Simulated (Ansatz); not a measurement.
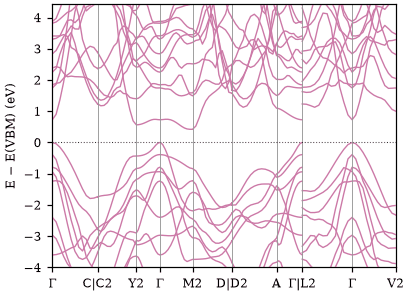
Figure. Band structure from r²SCAN (plane waves, PAW; program Ansatz)

The gap is 0.42 eV; an edge lies off the plotted path or next to a special point (maximum at Γ, minimum on the Γ–M2 line, 96 % of the way from Γ).

The material is Si in space group C2/m (No. 12; Si on 4i, Si on 4i, Si on 4i, Si on 4i).

The workflow started from a Materials Project entry (that database holds measured and hypothetical structures alike); the Crystallography Open Database copy checked does not list it. It is not the phase usual at ambient conditions (space group No. 227). The r²SCAN relaxation kept the symmetry of its start; whether a distortion lowers the energy is not shown.

Potentials: the earlier of the program's two PAW sets. The files were generated under PBE; for other functionals the program regenerates the frozen cores, and for LDA and PBEsol the local potential too.
